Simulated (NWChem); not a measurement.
**One shape, several levels: NO+ (SMILES N#[O+])**

Aim: a comparison of 5 runs (HF/aug-cc-pVTZ, SVWN5/aug-cc-pVTZ, TPSS/aug-cc-pVTZ, revPBE/aug-cc-pVTZ, MP2/aug-cc-pVTZ) of NO+. 

The results are computed with NWChem 7.3.0.

## 1. Starting point

The species is NO+ (2 atoms), meant as a singlet with charge +1. As SMILES, `N#[O+]`. The N1–O2 distance was set to 1.223 Å, away from the relaxed value.

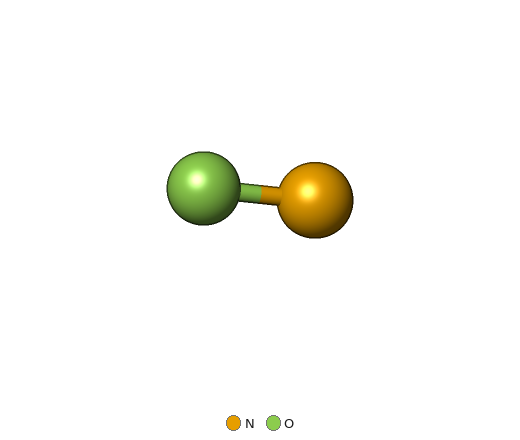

Viewed from a chosen angle; nitrogen amber, oxygen green.

## 2. A single-point energy at HF/aug-cc-pVTZ (run 1)

run.py

```python
from ase import Atoms
from ase.calculators.nwchem import NWChem

molecule = Atoms(['N', 'O'], positions=[
    [0.000000, 0.000000, -0.159480],
    [0.000000, 0.000000, 1.063220],
])

calc = NWChem(
    label='mymol',
    theory='scf',
    memory='2200 mb',
    basis='aug-cc-pVTZ',
    basispar='spherical bse',
    charge=1,
    scf={'nopen': '0', 'rhf': None, 'thresh': '1e-08', 'maxiter': '80'},
    task='energy',
)
molecule.calc = calc

e = molecule.get_potential_energy()
print(f"E = {e:.6f} eV")
print("dipole (e A):", molecule.get_dipole_moment().round(4))
```

On the command line:

```bash
$ export ASE_NWCHEM_COMMAND="nwchem PREFIX.nwi > PREFIX.nwo"
$ python run.py
```

The program printed:

```text
E = -3506.765317 eV
dipole (e A): [-0.      0.      0.2502]
```

The calculator wrote mymol.nwi:

```
title "mymol"

permanent_dir mymol

scratch_dir mymol

start mymol

geometry units angstrom nocenter noautosym noautoz
  N  0.0000000000000000e+00 0.0000000000000000e+00 -1.5948000000000001e-01
  O  0.0000000000000000e+00 0.0000000000000000e+00 1.0632200000000001e+00
end

charge 1

memory 2200 mb

basis spherical bse noprint
   * library aug-cc-pVTZ
end

scf
  nopen 0
  rhf
  thresh 1e-08
  maxiter 80
end

task scf energy
```

mymol.nwo:

```text
Northwest Computational Chemistry Package (NWChem) 7.3.0
             --------------------------------------------------------

           Job information
           ---------------

    nwchem branch   = 7.3.0
    use scalapack   = T
    input           = mymol.nwi
    prefix          = mymol.
    data base       = mymol/mymol.db
    status          = startup
    nproc           =        1

           Memory information
           ------------------

[... 5 lines left out ...]
    hardfail = no
[... 102 lines left out ...]
         Quadratically convergent ROHF
[... 15 lines left out ...]
       Final RHF  results
[... 4 lines left out ...]
      Two-electron energy =     64.918287226651
[... 26 lines left out ...]
                       ROHF Final Molecular Orbital Analysis
[... 233 lines left out ...]
       Multipole analysis of the density wrt the origin
       ------------------------------------------------

     L   x y z        total         open         nuclear
     -   - - -        -----         ----         -------
     0   0 0 0      1.000000      0.000000     15.000000

     1   1 0 0     -0.000000      0.000000      0.000000
[... 8 lines of this table left out ...]
     2   0 0 2     -4.887537      0.000000     32.930681

 Task  times  cpu:       10.5s     wall:       10.5s
 Total times  cpu:       10.6s     wall:       10.6s
```

Wall time 12 s (1 thread of Intel Xeon Platinum 8488C (Sapphire Rapids), shared host); peak memory 0.1 GiB.

## 3. A single-point energy at SVWN5/aug-cc-pVTZ (run 2)

a.xyz

```xyz
2

N      0.000000     0.000000    -0.159480
O      0.000000     0.000000     1.063220
```

a.nw

```
start a
memory stack 880 mb heap 220 mb global 1100 mb
charge 1

geometry units angstroms noautosym nocenter noautoz
 load a.xyz
end

basis spherical bse
 * library aug-cc-pVTZ
end

dft
 xc slater vwn_5
 grid fine
 convergence energy 1e-08
 maxiter 100
 mulliken
end

task dft energy
```

On the command line:

```bash
$ nwchem a.nw > a.out
```

The program printed:

```text
[...]
          Wavefunction type:  closed shell.
          No. of atoms     :     2
          No. of electrons :    14
[...]
          Charge           :     1
          Spin multiplicity:     1
[...]
          AO basis - number of functions:    92
[...]
              XC Information
              --------------
                        Slater Exchange Functional  1.000 local
                      VWN V Correlation Functional  1.000 local
[...]
 d= 0,ls=0.0,diis     1   -128.3283505184 -1.53D+02  1.98D-02  3.78D+00     0.9
[...]
 d= 0,ls=0.0,diis    11   -128.5716181605 -3.87D-10  1.39D-08  1.96D-11     6.5
         Total DFT energy =     -128.571618160500
      One electron energy =     -218.342285816475
           Coulomb energy =       79.339092848246
    Exchange-Corr. energy =      -13.804890346425
 Nuclear repulsion energy =       24.236465154153
[...]
      Total Density - Mulliken Population Analysis
     ---------------------------------------------
    Atom       Charge   Shell Charges
 -----------   ------   -------------------------------------------------------
    1 N    7     6.26   1.91  0.30  1.10  0.61  0.03  0.80  1.26  0.20 -0.01  0.01  0.06 -0.03  0.01  0.00
    2 O    8     7.74   1.91  0.30  1.09  0.66 -0.01  1.19  1.81  0.72 -0.01  0.01  0.04  0.03  0.00  0.01
[...]
```

Run time: 7.2 s. Hardware: 1 thread of Intel Xeon Platinum 8488C (Sapphire Rapids), shared host; peak memory 0.11 GiB.

Runs 3 to 4 aren't shown in full; the table further down has their settings and results.

## 4. A single-point energy at MP2/aug-cc-pVTZ (run 5)

run.py

```python
from ase import Atoms
from ase.calculators.nwchem import NWChem

molecule = Atoms(['N', 'O'], positions=[
    [0.000000, 0.000000, -0.159480],
    [0.000000, 0.000000, 1.063220],
])

calc = NWChem(
    label='struct',
    theory='mp2',
    memory='2200 mb',
    basis='aug-cc-pVTZ',
    basispar='spherical bse',
    charge=1,
    scf={'nopen': '0', 'rhf': None, 'thresh': '1e-08', 'maxiter': '80'},
    mp2={'freeze': 'core 2', 'tight': None},
    task='energy',
)
molecule.calc = calc

print("Total energy (eV):", round(molecule.get_potential_energy(), 6))
```

On the command line:

```bash
$ export ASE_NWCHEM_COMMAND="nwchem PREFIX.nwi > PREFIX.nwo"
$ python run.py
```

The program printed:

```text
Total energy (eV): -3519.699216
```

The calculator wrote struct.nwi:

```
title "struct"

permanent_dir struct

scratch_dir struct

start struct

geometry units angstrom nocenter noautosym noautoz
  N  0.0000000000000000e+00 0.0000000000000000e+00 -1.5948000000000001e-01
  O  0.0000000000000000e+00 0.0000000000000000e+00 1.0632200000000001e+00
end

charge 1

memory 2200 mb

basis spherical bse noprint
   * library aug-cc-pVTZ
end

scf
  nopen 0
  rhf
  thresh 1e-08
  maxiter 80
end
mp2
  freeze core 2
  tight
end

task mp2 energy
```

struct.nwo:

```text
Northwest Computational Chemistry Package (NWChem) 7.3.0
             --------------------------------------------------------

           Job information
           ---------------

    nwchem branch   = 7.3.0
    use scalapack   = T
    input           = struct.nwi
    prefix          = struct.
    data base       = struct/struct.db
    status          = startup
    nproc           =        1

           Memory information
           ------------------

[... 5 lines left out ...]
    hardfail = no
[... 102 lines left out ...]
         Quadratically convergent ROHF
[... 15 lines left out ...]
       Final RHF  results
[... 4 lines left out ...]
      Two-electron energy =     64.918287226651
[... 26 lines left out ...]
                       ROHF Final Molecular Orbital Analysis
[... 284 lines left out ...]
          ---------------------------------------------------
                    Spin Component Scaled (SCS) MP2
          Same spin pairs                     -0.125991743330
          Same spin scaling factor             0.333333333333
          Opposite spin pairs                 -0.349320284866
          Opposite spin scaling fact.          1.200000000000
          SCS-MP2 correlation energy          -0.461181589616
          Total SCS-MP2 energy              -129.332431069764
          ---------------------------------------------------

 -----------------------
 Task  times  cpu:       13.1s     wall:       13.1s
 Total times  cpu:       13.1s     wall:       13.1s
```

Run time: 14 s. Hardware: 1 thread of Intel Xeon Platinum 8488C (Sapphire Rapids), shared host; peak memory 0.17 GiB.

## 5. Overview of the runs

```csv
run,level,iteration cap,module,energy (Eh),HOMO energy (eV),LUMO energy (eV),HOMO–LUMO gap (eV),wall time
1,HF/aug-cc-pVTZ,80,scf,-128.871249,-28.75,-9.64,19.11,12 s
2,SVWN5/aug-cc-pVTZ,100,dft,-128.571618,-22.94,-16.31,6.63,7.2 s
3,TPSS/aug-cc-pVTZ,100,dft,-129.565770,-23.07,-15.96,7.11,10 s
4,revPBE/aug-cc-pVTZ,100,dft,-129.524273,-22.81,-15.97,6.84,8.4 s
5,MP2/aug-cc-pVTZ,80,mp2,-129.346562,-28.75,-9.64,19.11,14 s
```

## 6. Results

```
                                          quantity          value
                               run 5: total energy  -129.34656 Eh
        run 5: HOMO energy (Hartree–Fock orbitals)      -28.75 eV
        run 5: LUMO energy (Hartree–Fock orbitals)       -9.64 eV
      run 5: HOMO–LUMO gap (Hartree–Fock orbitals)       19.11 eV
run 5: correlation energy (2 core orbitals frozen)     -475.3 mEh
```

Over runs 1, 2, 3, 4 the HOMO–LUMO gap runs from 6.63 eV (SVWN5/aug-cc-pVTZ) to 19.11 eV (HF/aug-cc-pVTZ). Exact exchange widens orbital gaps. Totals of different functionals can't be ranked against each other. All runs together took 52 s, the longest 14 s.
